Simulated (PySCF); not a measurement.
## Run report: BH$_{2}$, frequency calculation

System: BH$_{2}$, multiplicity 2, SMILES [BH2].
Method: HF/6-31G*, UHF (PySCF 2.14.0).

The geometry comes from this level: GFN2-xTB symmetrised.

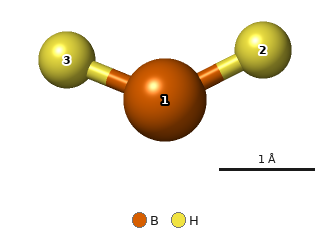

*The structure (ball-and-stick view, seen at a tilt; atoms are numbered from 1 in the order of the input).*

Bond lengths as drawn: B–H 1.16 Å.

## Input (calc.py)
```python
import numpy
from pyscf import gto, symm
from pyscf.hessian import thermo

mol = gto.M(
    atom='''
B      0.061960    -0.039192     0.030325
H      0.079166     1.112379     0.162681
H     -0.743739    -0.692015    -0.487941
''',
    basis='6-31g*',
    spin=1,
    verbose=3,
    cart=True,
    max_memory=1860,
)

mf = mol.UHF()
mf = mf.density_fit(auxbasis='cc-pvqz-jkfit')
mf.kernel()
if not mf.converged:
    mf = mf.newton().run(mf.mo_coeff, mf.mo_occ)

e_final = mf.e_tot
print('Final energy', e_final)
hess = mf.Hessian().kernel()
modes = thermo.harmonic_analysis(mol, hess)
print('frequencies (1/cm)', numpy.round(modes['freq_wavenumber'], 1))
symm.geom.TOLERANCE = 1e-3  # for the symmetry number
th = thermo.thermo(mf, modes['freq_au'], 800, 101325)
thermo.dump_thermo(mol, th)
```

Machine: 1 thread of Arm Neoverse V1, 24 GiB of memory available, shared host.

Launched with:
```bash
OMP_NUM_THREADS=1 python calc.py
```

## Output
```
WARN: HOMO -0.0567359240131835 >= LUMO -0.0567359240131835

converged SCF energy = -25.7489674289964  <S^2> = 0.75230935  2S+1 = 2.002308
Final energy -25.74896742899637
frequencies (1/cm) [1042.9 2905.3 3067.3]
temperature 800.0000 [K]
pressure 101325.00 [Pa]
Rotational constants [GHz] 1167.10176 230.17967 192.26126
Symmetry number 2
Zero-point energy (ZPE) 0.01598 [Eh]   41962.531 [J/mol]
                           tot       elec      trans        rot        vib
Entropy [J/mol/K]       230.427      5.763    161.083     58.876      4.704
Cv [J/mol/K]             33.455      0.000     12.472     12.472      8.512
Cp [J/mol/K]             41.770      0.000     20.786     12.472      8.512
Internal energy [J/mol]                      9977.352   9977.352  44556.610
Internal energy [Eh]   -25.72440  -25.74897
Enthalpy [J/mol]                            16628.920   9977.352  44556.610
Enthalpy [Eh]          -25.72186
Gibbs free energy [J/mol]                  -112237.688 -37123.769  40793.395
Gibbs free energy [Eh] -25.79207
```

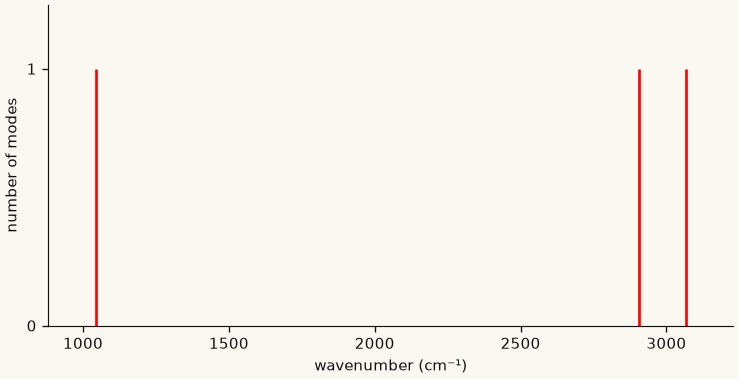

*Harmonic vibrational wavenumbers from the force constants; neighbouring modes closer than 9 cm⁻¹ are counted in one stick.*

3 modes from 1043 to 3067 cm⁻¹, none imaginary.

## Key numbers

```tsv
quantity	value
outcome	converged
total energy	−25.748967 hartree
basis functions	19
⟨S²⟩	0.752
zero-point energy	0.015983 hartree
dipole moment	0.28 D
wavenumbers, lowest and highest	1043 and 3067 cm⁻¹
wall time	1.4 s
peak memory	0.15 GiB
```

Settings chosen away from the usual ones: tied set to false; cart set to true.
